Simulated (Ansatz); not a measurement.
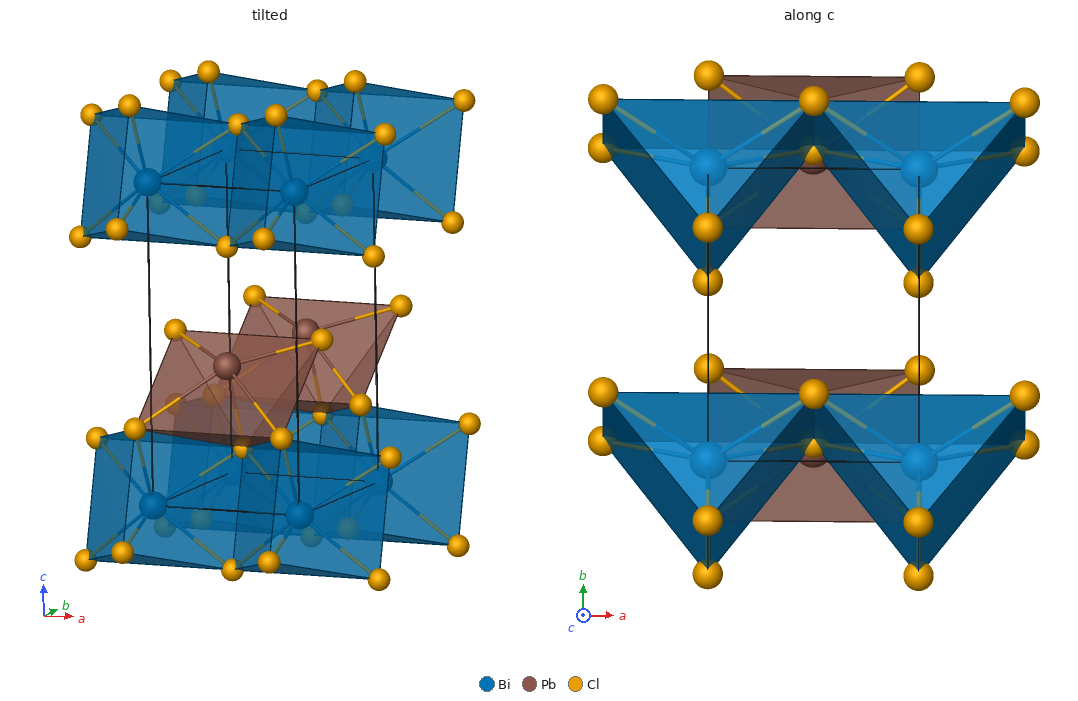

A polyhedral rendering, viewed slightly off an axis and along the c axis. The edges of the unit cell are marked. A few atoms beyond the faces are included.

BiPbCl5, a = 4.353 Å, b = 6.057 Å, c = 9.127 Å, α = 92.64°, β = 90.03°, γ = 90.47°. The structure comes from a structure type filled with these elements by a generator (whether the compound takes this form wasn't checked). Earlier steps of the study may have refined or changed the cell and positions. A calculation with Ansatz used it as input.

This one geometry was computed with Ansatz (DFT, plane waves, PAW) at three levels of theory: PBE, PBE with spin-orbit coupling and r2SCAN.

How does the band gap change with the level of theory?

Answer. PBE with spin-orbit coupling: a gap of 2.36 eV, indirect; PBE: a gap of 3.23 eV, indirect; r2SCAN: a gap of 3.61 eV, indirect.

Collect the results in a table.

Answer.
| level | cutoff (eV) | k-mesh of the run's cell | gap (eV) | pressure (GPa) |
| --- | --- | --- | --- | --- |
| PBE | 420 | 6×4×4 | 3.23 | 0.0 |
| PBE with spin-orbit coupling | 420 | 6×4×4 | 2.36 | 0.1 |
| r2SCAN | 500 | 6×4×4 | 3.61 | -1.0 |

Gaps are taken on the k-mesh or band path of each run.
